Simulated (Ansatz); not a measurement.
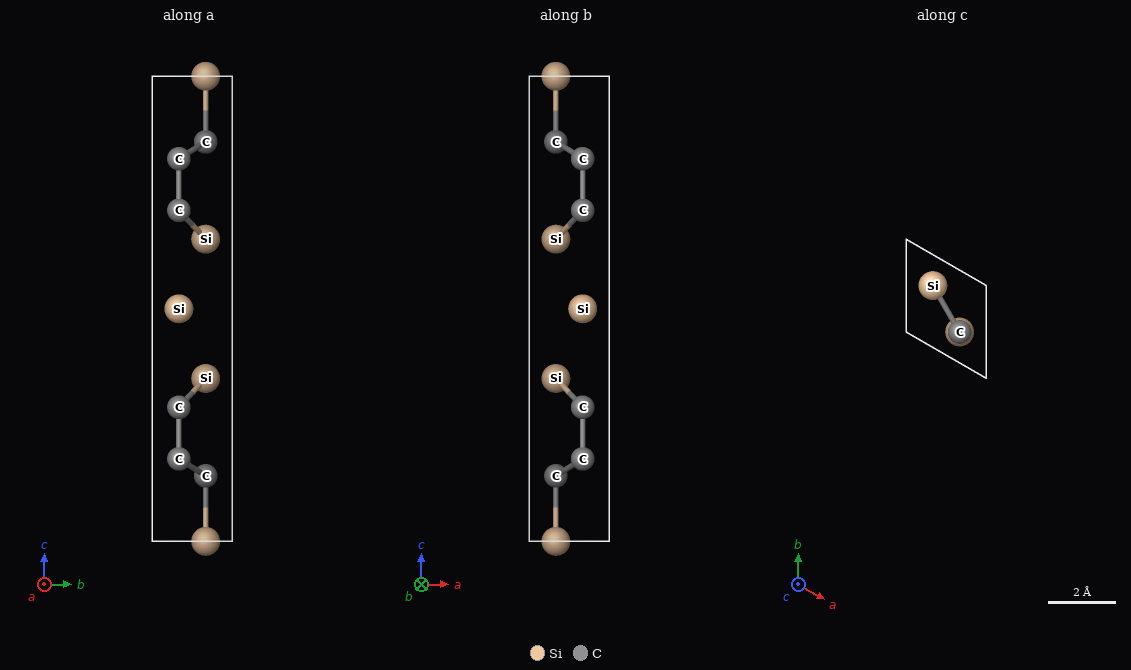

An orthographic ball-and-stick view of the structure, along the a axis, along the b axis and along the c axis. Atoms at the boundary of the conventional unit cell (the box) are drawn once for each face, edge or corner they touch.

Lattice parameters: a = 2.7744 Å, b = 2.7744 Å, c = 13.9081 Å, α = 90.000°, β = 90.000°, γ = 120.000°.

> Reconstruct the structure as a CIF with its space group and independent sites, with free fractional coordinates to two decimals.

```cif
data_structure
_symmetry_space_group_name_H-M 'P -6 m 2'
_symmetry_Int_Tables_number 187
_cell_length_a 2.7744
_cell_length_b 2.7744
_cell_length_c 13.9081
_cell_angle_alpha 90.000
_cell_angle_beta 90.000
_cell_angle_gamma 120.000
_cell_volume 92.71
loop_
_atom_site_label
_atom_site_type_symbol
_atom_site_symmetry_multiplicity
_atom_site_Wyckoff_symbol
_atom_site_fract_x
_atom_site_fract_y
_atom_site_fract_z
_atom_site_occupancy
Si1 Si 1 c 0.3333 0.6667 0.00 1
Si2 Si 2 h 0.3333 0.6667 0.35 1
Si3 Si 1 f 0.6667 0.3333 0.50 1
C1 C 2 h 0.3333 0.6667 0.14 1
C2 C 2 i 0.6667 0.3333 0.18 1
C3 C 2 i 0.6667 0.3333 0.29 1
```

Starting structure: a structure type filled with these elements by a generator (whether the compound takes this form wasn't checked). The final geometry of a relaxation with DFT PBE, scalar-relativistic, plane waves, PAW (Ansatz 0.2.0) is shown.
